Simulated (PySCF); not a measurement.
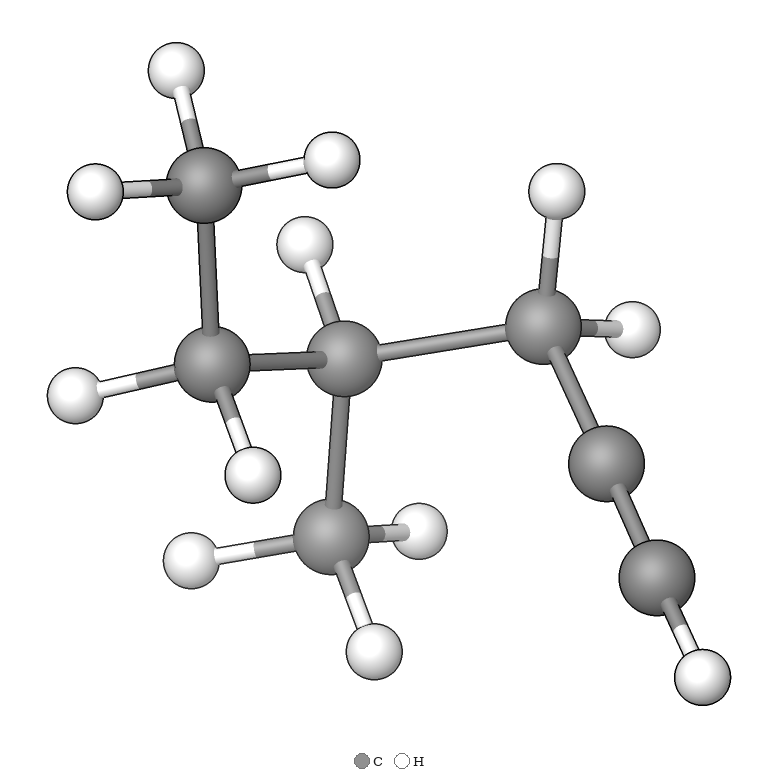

The picture shows a molecular structure as a ball-and-stick model.

Computed geometry: GFN2-xTB optimisation. No frequency run is at hand to confirm it as a minimum.

Count the atoms of each element.

Answer. C7H12, 19 atoms: 7 carbon and 12 hydrogen.

Describe its rings.

Answer. It has no ring.

The parts below concern this one geometry. Atoms keep their numbers from picture to picture.

**Geometry**

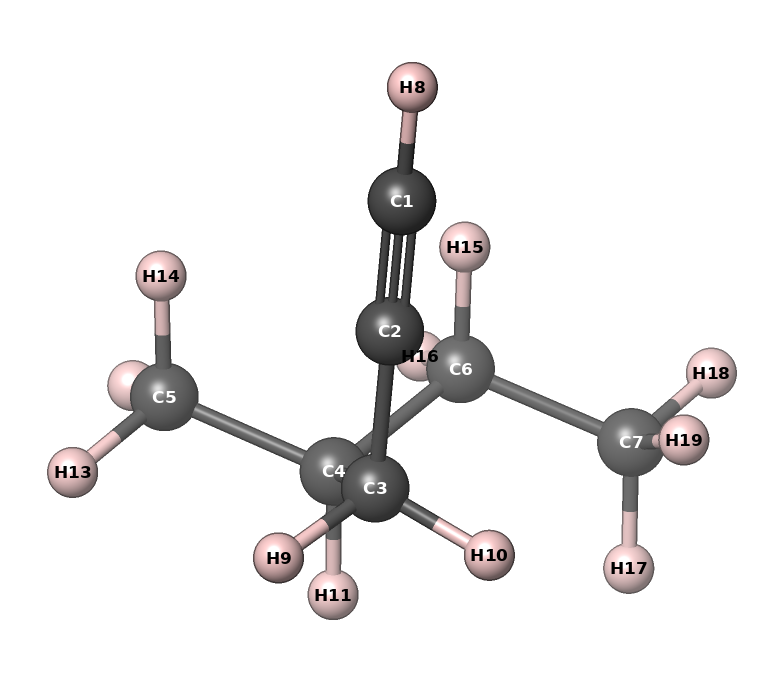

C4 lies behind C3. The molecule seen a little off the C3–C4 bond, C3 in front. Depth is shown by fading: the farther an atom, the more it takes the colour of the background. No frequency run is at hand to confirm it as a minimum.

What is the torsion angle C2–C3–C4–C5? The sign is positive where the front bond must turn clockwise to cover the back bond.

Answer. −66°, synclinal (gauche). The bonds about C3–C4 are staggered.

**Polarisability**

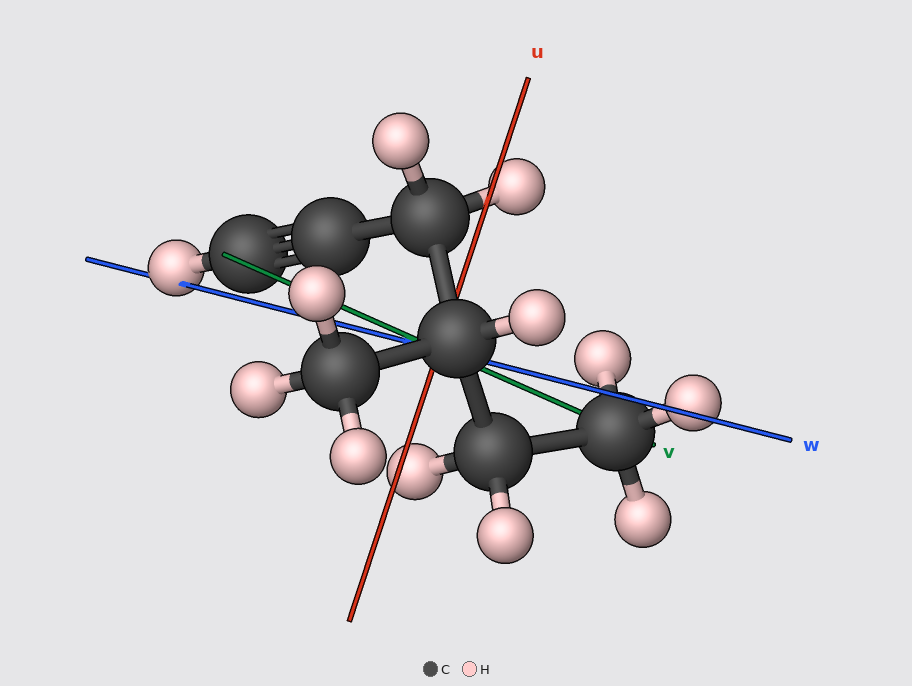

The lines u, v and w are the principal axes of the static dipole polarisability. No frequency run is at hand to confirm it as a minimum. Computed with PBE0/def2-SVPD (PySCF 2.14.0).

Along which axis is the molecule most polarisable, and along which least?

Answer. Most along w, least along u.

Give the three principal values.

Answer. u 73.0, v 79.4, w 92.3 bohr³; mean 81.5, anisotropy 17.0 bohr³.

**NMR shielding**

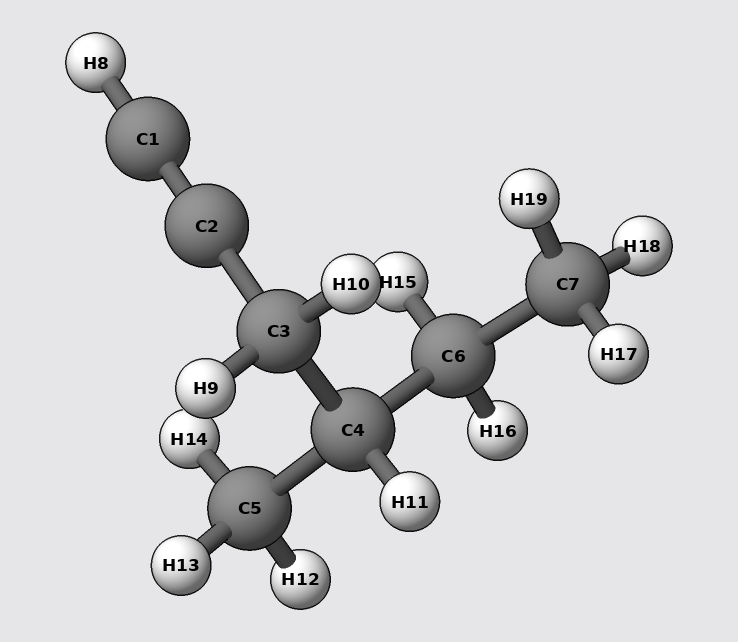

No frequency run is at hand to confirm it as a minimum. Level of theory: GIAO PBE0/pcSseg-1 NMR shielding, non-relativistic, gas phase (PySCF 2.14.0). Principal shieldings σ11 ≤ σ22 ≤ σ33, span Ω = σ33 − σ11, skew κ = 3(σiso − σ22)/Ω.

Which C atom has the most anisotropic shielding?

Answer. C2, with a span of 290 ppm.

Give the shielding tensors of the C atoms.

```
atom    σ11    σ22    σ33   σiso      Ω      κ
  C1   32.4   39.0  257.6  109.7  225.2   0.94
  C2    3.2    6.0  293.1  100.8  289.9   0.98
  C3  146.2  165.6  177.4  163.1   31.1  −0.24
  C4  139.5  150.0  159.9  149.8   20.4  −0.03
  C5  141.5  161.1  188.3  163.6   46.8   0.16
  C6  141.9  153.5  174.6  156.7   32.6   0.29
  C7  159.2  171.1  187.6  172.6   28.3   0.16
```

Shieldings and span in ppm.

**Charges**

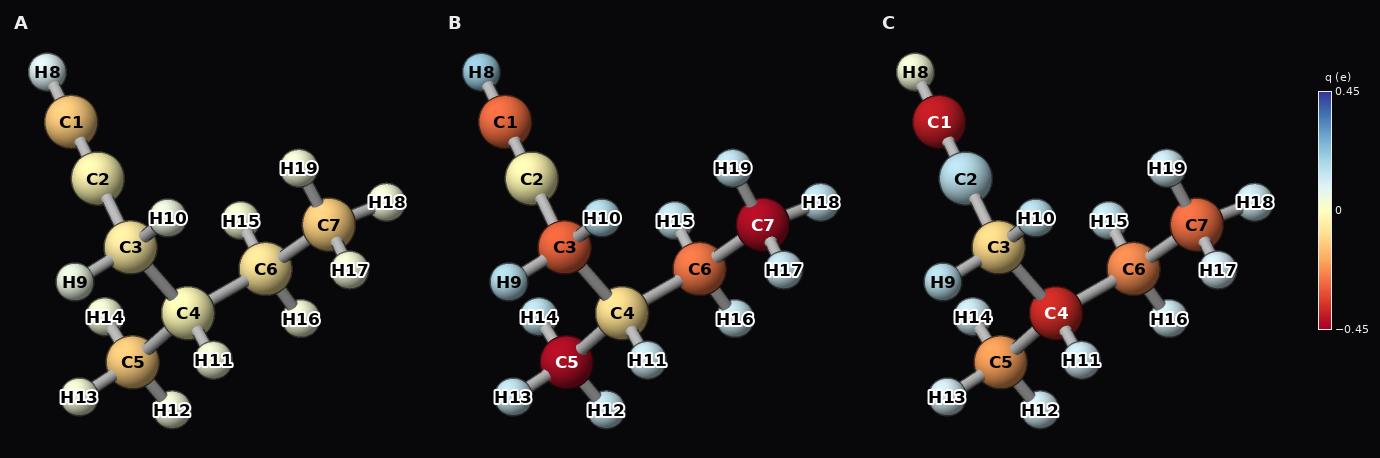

Atomic charges of one calculation by 3 schemes, on one colour scale. No frequency run is at hand to confirm it as a minimum. Method: PBE0/pcSseg-1 (PySCF 2.14.0).

The schemes are Hirshfeld, IAO, Mulliken. Which panel shows which?

Answer. A Hirshfeld, B IAO, C Mulliken.

List the charges (e), one line for each set of equivalent atoms.

```
atom  Hirshfeld    IAO  Mulliken
  C1      −0.12  −0.27     −0.39
  C2      −0.03  −0.02      0.15
  C3      −0.05  −0.28     −0.10
  C4      −0.01  −0.08     −0.36
  C5      −0.12  −0.42     −0.20
  C6      −0.07  −0.25     −0.22
  C7      −0.12  −0.42     −0.26
  H8       0.09   0.20      0.04
  H9       0.05   0.16      0.15
 H10       0.05   0.16      0.15
 H11       0.04   0.12      0.12
 H12       0.04   0.14      0.11
 H13       0.04   0.13      0.11
 H14       0.03   0.14      0.12
 H15       0.03   0.14      0.13
 H16       0.04   0.13      0.11
 H17       0.04   0.13      0.10
 H18       0.04   0.14      0.12
 H19       0.04   0.14      0.12
```

**Bond orders**

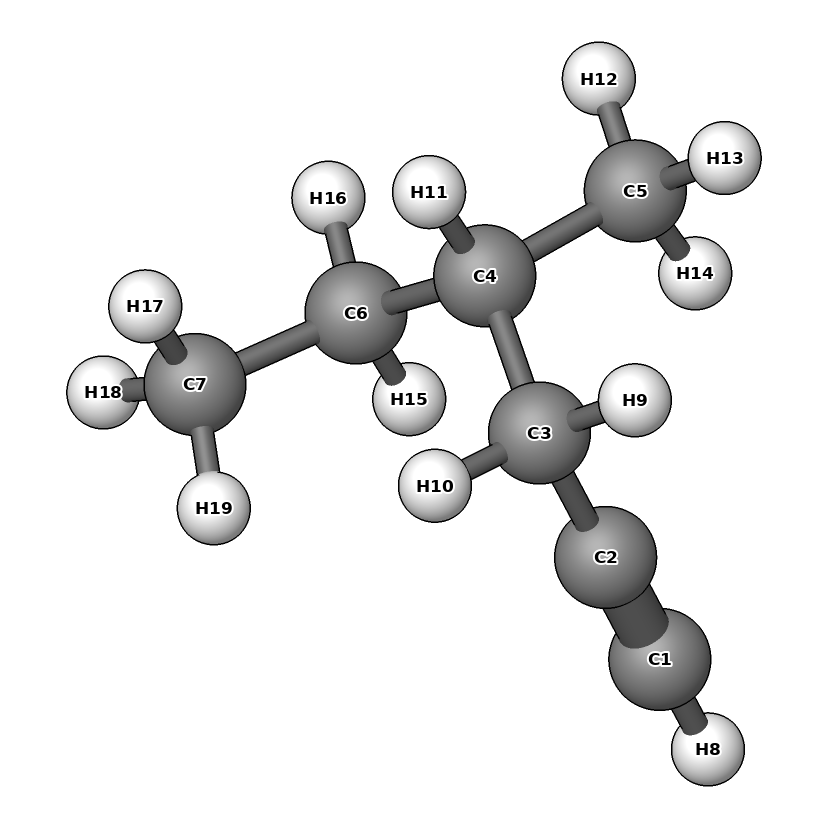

The thickness of each stick grows with its Mayer bond order. No frequency run is at hand to confirm it as a minimum. Method: PBE0/pcSseg-1 (PySCF 2.14.0).

List the Mayer bond orders of C1–C2, C2–C3, C3–C4, C4–C5, C4–C6, C6–C7 (bonds between heavy atoms, one of each equivalent set).

```
 bond  Mayer order  length (Å)
C1–C2         2.57       1.197
C2–C3         1.05       1.448
C3–C4         1.02       1.539
C4–C5         1.04       1.527
C4–C6         1.00       1.532
C6–C7         1.06       1.525
```

Mulliken values depend strongly on the basis set and can even reverse the polarity of a bond.
